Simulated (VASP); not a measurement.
# MnSe: structure and properties in VASP, part 2 of 11

Wanted: the relaxed cell of MnSe and its properties. The start is a cell from a database of measured crystal structures.

VASP 6.6.1, plane waves and PAW; the level of theory is named at each step.

So far, gap on the k-mesh (eV): step 2 (magnetic order: ferromagnetic) 0.664.

The database entry behind the starting cell differs from later determinations by our own check (about 0.4 % short), so it need not match the best structure at ambient conditions.

**3. Magnetic order: antiferromagnetic, q = (0, 0, 1/2)**

This step: optB86b-vdW, DFT+U (Mn d 5 eV), spin-polarised from an antiferromagnetic start; plane waves and PAW (Mn_pv, Se) (VASP 6.6.1).

System of this step: MnSe. It takes space group Fm-3m (No. 225, cubic). The conventional cell has a = 5.440 Å, b = 5.440 Å, c = 5.440 Å, α = 90.00°, β = 90.00°, γ = 90.00°. Mn has 6 Se at 2.72 Å nearest. Nearest to Se lie 6 Mn at 2.72 Å. Farther neighbours and most contacts between anions are not listed.

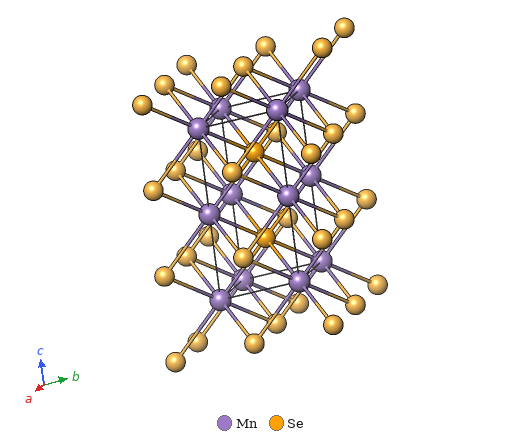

The cell of this step (manganese light purple, selenium orange). Some periodic images of atoms are drawn too.

Next, a pattern with opposite moments, which needs a doubled cell; q is given in the reciprocal vectors of the primitive cell.

INCAR reads:

```
SYSTEM = MnSe
PREC = Accurate
ENCUT = 400
EDIFF = 1E-06
NELM = 100
ISMEAR = 0
SIGMA = 0.05
LREAL = .FALSE.
ALGO = Normal
GGA = MK
AGGAC = 0
LUSE_VDW = .TRUE.
PARAM1 = 0.1234
PARAM2 = 1
LASPH = .TRUE.
NBANDS = 27
ISPIN = 2
MAGMOM = 4 -4 0 0
LDAU = .TRUE.
LDAUTYPE = 2
LDAUL = 2 -1
LDAUU = 5 0
LDAUJ = 0 0
LDAUPRINT = 1
LMAXMIX = 4
LORBIT = 11
LWAVE = .FALSE.
LCHARG = .FALSE.
KPAR = 4
ISIF = 2
```

POSCAR reads:

```
MnSe
1.0
    0.0000000000      2.7200000000      2.7200000000
    2.7200000000      0.0000000000      2.7200000000
    5.4400000000      5.4400000000      0.0000000000
Mn Se
2 2
Direct
    0.0000000000      0.0000000000      0.0000000000
    0.0000000000      0.0000000000      0.5000000000
    0.5000000000      0.5000000000      0.2500000000
    0.5000000000      0.5000000000      0.7500000000
```

KPOINTS reads:

```
Automatic mesh
0
Gamma
7 7 7
0 0 0
```

Potentials, in the order of the species: Mn_pv and Se (PBE family, release 64).

On the command line:

```console
$ mpirun -np 4 vasp_std
```

Output:

```text
[banner, memory and clock lines left out]
running    4 mpi-ranks, on    1 nodes
 distrk:  each k-point on    1 cores,    4 groups
 distr:  one band on    1 cores,    1 groups

 POSCAR found type information on POSCAR MnSe
 POSCAR found :  2 types and       4 ions
 [... a notice as in an earlier step ...]

 [... a notice as in an earlier step ...]

 LDA part: xc-table for (Slater+PW92), standard interpolation
 POSCAR, INCAR and KPOINTS ok, starting setup
 FFT: planning ... GRIDC
 FFT: planning ... GRID_SOFT
 FFT: planning ... GRID
 WAVECAR not read
 entering main loop
       N       E                     dE             d eps       ncg     rms          rms(c)
DAV:   1     0.332706567504E+03    0.33271E+03   -0.18524E+04  5416   0.122E+03
DAV:   2     0.116771870957E+02   -0.32103E+03   -0.31019E+03  4856   0.361E+02
DAV:   3    -0.109475296009E+02   -0.22625E+02   -0.22218E+02  5553   0.993E+01
DAV:   4    -0.114869948129E+02   -0.53947E+00   -0.53816E+00  5336   0.152E+01
DAV:   5    -0.114939279218E+02   -0.69331E-02   -0.69320E-02  5494   0.204E+00    0.135E+01
DAV:   6    -0.129043968801E+02   -0.14105E+01   -0.18105E+01  4812   0.453E+01    0.146E+01
DAV:   7    -0.140159510549E+02   -0.11116E+01   -0.30558E+00  5042   0.123E+01    0.789E+00
DAV:   8    -0.139791309427E+02    0.36820E-01   -0.23075E-01  5230   0.388E+00    0.502E+00
DAV:   9    -0.140413907312E+02   -0.62260E-01   -0.48534E-02  5147   0.242E+00    0.601E-01
DAV:  10    -0.140413955736E+02   -0.48424E-05   -0.14903E-02  5738   0.124E+00    0.231E-01
DAV:  11    -0.140419306291E+02   -0.53506E-03   -0.13082E-03  5028   0.306E-01    0.129E-01
DAV:  12    -0.140421717456E+02   -0.24112E-03   -0.25263E-04  5335   0.134E-01    0.552E-02
DAV:  13    -0.140422089296E+02   -0.37184E-04   -0.64187E-05  5104   0.447E-02    0.236E-02
DAV:  14    -0.140422150292E+02   -0.60997E-05   -0.49990E-06  5150   0.169E-02    0.105E-02
DAV:  15    -0.140422187697E+02   -0.37404E-05   -0.38898E-06  5077   0.139E-02    0.210E-03
DAV:  16    -0.140422196009E+02   -0.83129E-06   -0.57617E-07  2703   0.514E-03
   1 F= -.14042220E+02 E0= -.14042220E+02  d E =-.634328E-20  mag=     0.0000
```

Run time: 96 s. Hardware: 4 MPI ranks of AMD EPYC 7R43, shared host; peak memory 2 GiB; 6.3 min of CPU time.

OUTCAR, selected parts (step 3):

```text
  LATTYP: Found a trigonal (rhomboedric) cell.
 ALAT       =     6.6626121004
 COS(alpha) =     0.8333333333

 Subroutine GETGRP returns: Found 12 space group operations
 (whereof 12 operations were pure point group operations)

The static configuration has the point symmetry D_3d.

 Found     44 irreducible k-points:

   k-points           NKPTS =     44   k-points in BZ     NKDIM =     44   number of bands    NBANDS=     27

   dimension x,y,z NGX =    28 NGY =   28 NGZ =   50
   dimension x,y,z NGXF=    56 NGYF=   56 NGZF=  100

   ENCUT  =  400.0 eV  29.40 Ry    5.42 a.u.   6.27  6.27 12.55*2*pi/ulx,y,z

   NELECT =      38.0000    total number of electrons

atom =   1  type =  1  l = 2

 onsite density matrix

spin component  1

  0.9364 -0.0000 -0.0007 -0.0000  0.0000
 -0.0000  0.9364 -0.0003  0.0000  0.0006
 -0.0007 -0.0003  0.9541 -0.0003 -0.0000
 -0.0000  0.0000 -0.0003  0.9364 -0.0006
  0.0000  0.0006 -0.0000 -0.0006  0.9541

spin component  2

  0.0138 -0.0000  0.0006 -0.0000  0.0000
 -0.0000  0.0138  0.0003  0.0000 -0.0005
  0.0006  0.0003  0.0823  0.0003  0.0000
 -0.0000  0.0000  0.0003  0.0138  0.0005
  0.0000 -0.0005  0.0000  0.0005  0.0823

 occupancies and eigenvectors

  o =  0.0138  v =  0.0000  0.0000  0.0000  0.0000  0.0000  0.8141  0.3531 -0.0106  0.4610 -0.0008      0.0000  0.0000  0.0000  0.0000  0.0000  0.0000  0.0000  0.0000  0.0000  0.0000
  o =  0.0138  v =  0.0000  0.0000  0.0000  0.0000  0.0000 -0.0623 -0.7362  0.0008  0.6738 -0.0106      0.0000  0.0000  0.0000  0.0000  0.0000  0.0000  0.0000  0.0000  0.0000  0.0000
  o =  0.0138  v =  0.0000  0.0000  0.0000  0.0000  0.0000  0.5774 -0.5774  0.0000 -0.5774 -0.0000      0.0000  0.0000  0.0000  0.0000  0.0000  0.0000  0.0000  0.0000  0.0000  0.0000
  o =  0.0823  v =  0.0000  0.0000  0.0000  0.0000  0.0000 -0.0086 -0.0054 -0.9891 -0.0032  0.1471      0.0000  0.0000  0.0000  0.0000  0.0000  0.0000  0.0000  0.0000  0.0000  0.0000
  o =  0.0823  v =  0.0000  0.0000  0.0000  0.0000  0.0000  0.0013 -0.0068  0.1471  0.0081  0.9891      0.0000  0.0000  0.0000  0.0000  0.0000  0.0000  0.0000  0.0000  0.0000  0.0000
  o =  0.9363  v = -0.8153 -0.4290 -0.0453 -0.3863  0.0014  0.0000  0.0000  0.0000  0.0000  0.0000      0.0000  0.0000  0.0000  0.0000  0.0000  0.0000  0.0000  0.0000  0.0000  0.0000
  o =  0.9363  v =  0.0247 -0.6937  0.0014  0.7184  0.0453  0.0000  0.0000  0.0000  0.0000  0.0000      0.0000  0.0000  0.0000  0.0000  0.0000  0.0000  0.0000  0.0000  0.0000  0.0000
  o =  0.9365  v =  0.5774 -0.5774 -0.0000 -0.5774 -0.0000  0.0000  0.0000  0.0000  0.0000  0.0000      0.0000  0.0000  0.0000  0.0000  0.0000  0.0000  0.0000  0.0000  0.0000  0.0000
  o =  0.9542  v = -0.0045  0.0296  0.1210 -0.0341  0.9916  0.0000  0.0000  0.0000  0.0000  0.0000      0.0000  0.0000  0.0000  0.0000  0.0000  0.0000  0.0000  0.0000  0.0000  0.0000
  o =  0.9542  v = -0.0368 -0.0223  0.9916 -0.0145 -0.1210  0.0000  0.0000  0.0000  0.0000  0.0000      0.0000  0.0000  0.0000  0.0000  0.0000  0.0000  0.0000  0.0000  0.0000  0.0000

atom =   2  type =  1  l = 2

 onsite density matrix

spin component  1

spin component  2

 occupancies and eigenvectors

  o =  0.0138  v = -0.6213  0.1481  0.0081 -0.7694  0.0069  0.0000  0.0000  0.0000  0.0000  0.0000      0.0000  0.0000  0.0000  0.0000  0.0000  0.0000  0.0000  0.0000  0.0000  0.0000
  o =  0.0138  v = -0.5297 -0.8029  0.0069  0.2732 -0.0081  0.0000  0.0000  0.0000  0.0000  0.0000      0.0000  0.0000  0.0000  0.0000  0.0000  0.0000  0.0000  0.0000  0.0000  0.0000
  o =  0.0138  v =  0.5774 -0.5774  0.0000 -0.5774 -0.0000  0.0000  0.0000  0.0000  0.0000  0.0000      0.0000  0.0000  0.0000  0.0000  0.0000  0.0000  0.0000  0.0000  0.0000  0.0000
  o =  0.0823  v = -0.0086 -0.0055 -0.9859 -0.0030  0.1668  0.0000  0.0000  0.0000  0.0000  0.0000      0.0000  0.0000  0.0000  0.0000  0.0000  0.0000  0.0000  0.0000  0.0000  0.0000
  o =  0.0823  v =  0.0014 -0.0067  0.1668  0.0081  0.9859  0.0000  0.0000  0.0000  0.0000  0.0000      0.0000  0.0000  0.0000  0.0000  0.0000  0.0000  0.0000  0.0000  0.0000  0.0000
  o =  0.9363  v =  0.0000  0.0000  0.0000  0.0000  0.0000 -0.5379 -0.8000 -0.0299  0.2621  0.0341      0.0000  0.0000  0.0000  0.0000  0.0000  0.0000  0.0000  0.0000  0.0000  0.0000
  o =  0.9363  v =  0.0000  0.0000  0.0000  0.0000  0.0000 -0.6132  0.1592 -0.0341 -0.7724 -0.0299      0.0000  0.0000  0.0000  0.0000  0.0000  0.0000  0.0000  0.0000  0.0000  0.0000
  o =  0.9365  v =  0.0000  0.0000  0.0000  0.0000  0.0000  0.5774 -0.5774 -0.0000 -0.5774 -0.0000      0.0000  0.0000  0.0000  0.0000  0.0000  0.0000  0.0000  0.0000  0.0000  0.0000
  o =  0.9542  v =  0.0000  0.0000  0.0000  0.0000  0.0000  0.0220 -0.0148 -0.5925  0.0368 -0.8043      0.0000  0.0000  0.0000  0.0000  0.0000  0.0000  0.0000  0.0000  0.0000  0.0000
  o =  0.9542  v =  0.0000  0.0000  0.0000  0.0000  0.0000 -0.0298 -0.0339  0.8043  0.0041 -0.5925      0.0000  0.0000  0.0000  0.0000  0.0000  0.0000  0.0000  0.0000  0.0000  0.0000

 E-fermi :   5.2242

 spin component 1
 k-point     1 :       0.0000    0.0000    0.0000
  band No.  band energies     occupation
    ...
     15       4.0714      1.00000
     16       4.0714      1.00000
     17       4.4265      1.00000
     18       4.4265      1.00000
     19       4.4287      1.00000
     20       7.2075      0.00000
     21       8.1052      0.00000
     22       8.1052      0.00000
     23       8.1338      0.00000
     24       8.4685      0.00000
    ...

 k-point     2 :       0.1429    0.0000    0.0000
  band No.  band energies     occupation
    ...
     15       3.0046      1.00000
     16       3.2351      1.00000
     17       3.6385      1.00000
     18       4.5673      1.00000
     19       4.5743      1.00000
     20       7.8298      0.00000
     21       7.9498      0.00000
     22       8.3191      0.00000
     23       8.5441      0.00000
     24       8.6140      0.00000
    ...

 k-point     3 :       0.2857    0.0000    0.0000
  band No.  band energies     occupation
    ...
     15       1.4521      1.00000
     16       2.1771      1.00000
     17       3.0968      1.00000
     18       4.4182      1.00000
     19       4.4432      1.00000
     20       7.4351      0.00000
     21       7.9551      0.00000
     22       8.4544      0.00000
     23       8.5128      0.00000
     24       8.8365      0.00000
    ...

 k-point     4 :       0.4286    0.0000    0.0000
  band No.  band energies     occupation
    ...
     15       0.8432      1.00000
     16       2.5072      1.00000
     17       2.7491      1.00000
     18       4.1845      1.00000
     19       4.3060      1.00000
     20       6.7522      0.00000
     21       7.2523      0.00000
     22       8.4002      0.00000
     23       8.7155      0.00000
     24       9.0203      0.00000
    ...

Total vdW correction in eV:      6.8183919

  Total        1.0104931      1.0104931      1.0104931     -0.0433681      0.0433681      0.0433681
  in kB       20.1130185     20.1130185     20.1130185     -0.8632064      0.8632064      0.8632064
  external PRESSURE =      20.1130185 kB  Pullay stress =       0.0000000 kB

  energy-cutoff  :      400.00
  volume of cell :       80.49
      direct lattice vectors                 reciprocal lattice vectors
     0.000000000  2.720000000  2.720000000    -0.183823529  0.183823529  0.183823529
     2.720000000  0.000000000  2.720000000     0.183823529 -0.183823529  0.183823529
     5.440000000  5.440000000  0.000000000     0.091911765  0.091911765 -0.091911765

 POSITION                                       TOTAL-FORCE (eV/Angst)
 -----------------------------------------------------------------------------------
      0.00000      0.00000      0.00000        -0.000000     -0.000000      0.000000
      2.72000      2.72000      0.00000        -0.000000     -0.000000      0.000000
      2.72000      2.72000      2.72000         0.000000      0.000000      0.000000
      5.44000      5.44000      2.72000        -0.000000     -0.000000     -0.000000
 -----------------------------------------------------------------------------------
    total drift:                               -0.000000      0.000000      0.000000

  FREE ENERGIE OF THE ION-ELECTRON SYSTEM (eV)
  ---------------------------------------------------
  free  energy   TOTEN  =       -14.0422196009 eV

  energy  without entropy=      -14.0422196009  energy(sigma->0) =      -14.04221960

Total vdW correction in eV:      6.8183685

 total charge
# of ion       s       p       d       tot
------------------------------------------
    1        0.226   6.163   4.906  11.295
    2        0.226   6.163   4.906  11.295
    3        1.443   2.470   0.023   3.936
    4        1.443   2.470   0.023   3.936
--------------------------------------------------
tot          3.338  17.265   9.858  30.461

 magnetization (x)
# of ion       s       p       d       tot
------------------------------------------
    1        0.026   0.021   4.501   4.548
    2       -0.026  -0.021  -4.501  -4.548
    3        0.000   0.000   0.000   0.000
    4        0.000   0.000   0.000   0.000
--------------------------------------------------
tot          0.000   0.000   0.000   0.000

[... 6 further parts left out ...]
```

At this level the cell is under a pressure of 2.0 GPa, so at these settings it is away from equilibrium.

Numbers from this step:

| Item | Value |
| --- | --- |
| electrons | 38 |
| bands | 27 |
| irreducible k-points | 44 |
| symmetry operations | 12 |
| free energy (TOTEN) | -14.04 eV |
| Fermi energy | 5.224 eV |
| pressure | 2.011 GPa |
| valence top at k | 0, 0, 0.4286 |
| least direct gap at k | 0.4286, 0, 0 |
| gap on the k-mesh | 1.786 eV |
| least direct gap on the k-mesh | 2.446 eV |

Spin moment in the PAW sphere by atom:

| atom | spin moment in the PAW sphere (μB) |
| --- | --- |
| Mn1 | 4.55 |
| Mn2 | -4.55 |
| Se3 | 0.00 |
| Se4 | 0.00 |

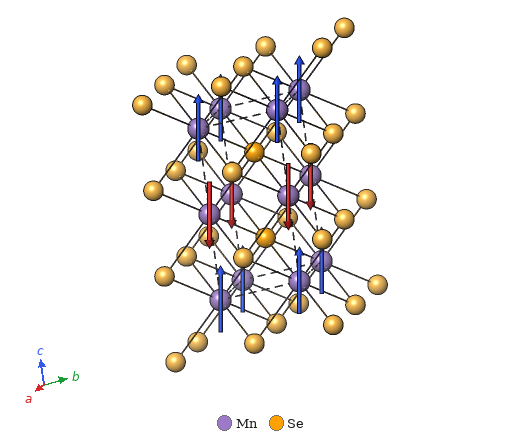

Spin moment in the PAW sphere as arrows, the longest 4.55 μB. Up and down stand for the sign. Arrows give size and sign along the axis of quantisation, drawn up and down the page. The two directions have two colours. Some periodic images of atoms are drawn too.

The energy lies -15.0 meV an atom from the first pattern. The run ends antiferromagnetic with a largest moment of 4.55 μB, and the mesh shows a gap of 1.79 eV.

(Part 2 of 11 ends here.)

[Lines on the potential files, build, host, timing and source positions are cut from VASP's logs without a mark.]

[Logs are printed without paths, hosts, clocks, repeated set-up lines and the standing remarks that a program may print on its own settings, such as how far it seeks lower states.]

[Hosts, paths, dates, database ids (printed as entryN), source tags and the programs' standing remarks are cut or masked in the printed files.]

[A measured line is paired with the nearest computed mode of its activity, which favours agreement.]
